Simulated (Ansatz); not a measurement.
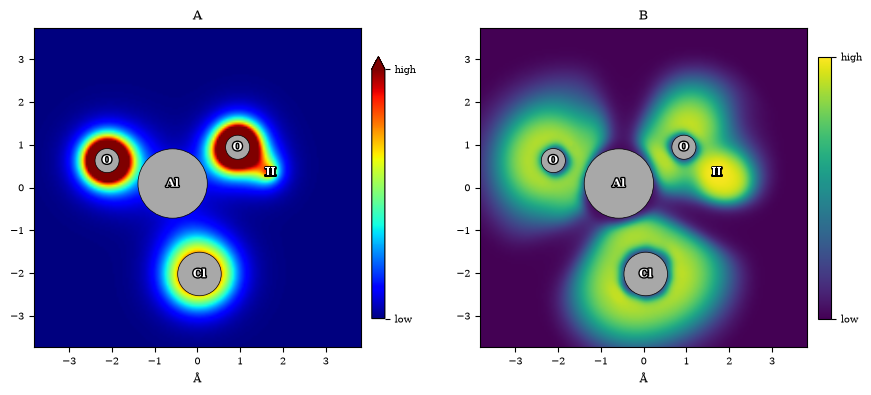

AlClHO₂ (SMILES [O-][Al]([OH])[Cl]) (charge −1): 2 fields on the molecular plane, with unlabelled colour scales. Grey discs cover the atomic cores.

Geometry: PBE0-D4/def2-TZVPD.

The calculation used Ansatz, RKS PBE0-D4/def2-TZVPPD.

Which field does each panel show? The fields are: electron density and electron localisation function.

Answer. Panel A: electron density. Panel B: electron localisation function. From the grid: Al–O (1.62 Å): the density is about 1.1 e/Å³ at the midpoint; the ELF peaks at about 0.80 in the valence shell of O, 0.6 Å from its nucleus, and is about 0.45 at the midpoint. Al–Cl (2.21 Å): ρ at the midpoint is about 0.6 e/Å³; the ELF peaks at about 0.85 in the valence shell of Cl, 0.9 Å from its nucleus, and is about 0.80 at the midpoint.
